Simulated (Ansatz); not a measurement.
```xyz
13

O    -0.6118    0.5601    0.7522
C     0.2334   -0.0553    0.0494
Si    1.1835   -1.5013    0.8789
C     0.4968    0.3623   -1.3645
Si   -1.4837    2.2030    0.7876
F    -1.6000    2.4500   -0.8587
H     1.3571   -0.1670   -1.7983
H     1.1300   -2.6798   -0.0330
H     0.5615   -1.8022    2.1926
H     2.6092   -1.0900    1.0437
H    -0.3946    0.1651   -1.9853
H     0.6550    1.4538   -1.4121
H    -2.7868    1.4512    1.0540
```

Method: Ansatz, RKS B3LYP/def2-SVP.

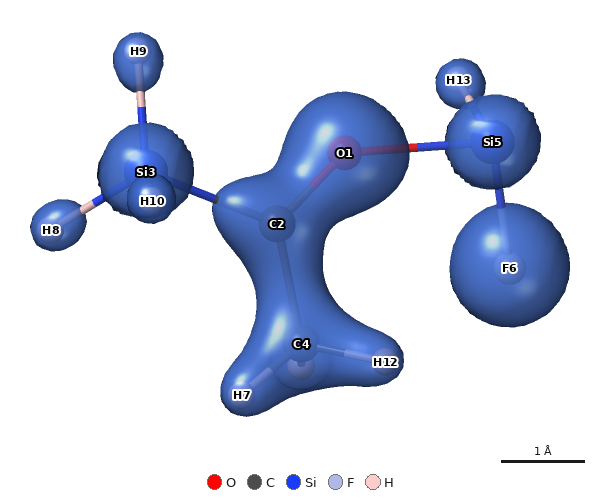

C2H7FOSi2. Isosurface of the electron density at 1 e/Å³ (blue), seen at a tilt.

> How is the density connected at this value?

At this value the surface falls into eight separate pieces. It bridges the shortest C–O (1.26 Å) and C–C (1.50 Å) contacts, where the density stays above the isovalue. It is pinched off along the shortest Si–F (1.67 Å) and Si–O (1.86 Å) contacts. On the grid the lowest density along these lines, outside the cores, is 2.3 e/Å³ (C–O, 1.26 Å), 1.8 e/Å³ (C–C, 1.50 Å), 0.77 e/Å³ (Si–F, 1.67 Å) and 0.49 e/Å³ (Si–O, 1.86 Å).
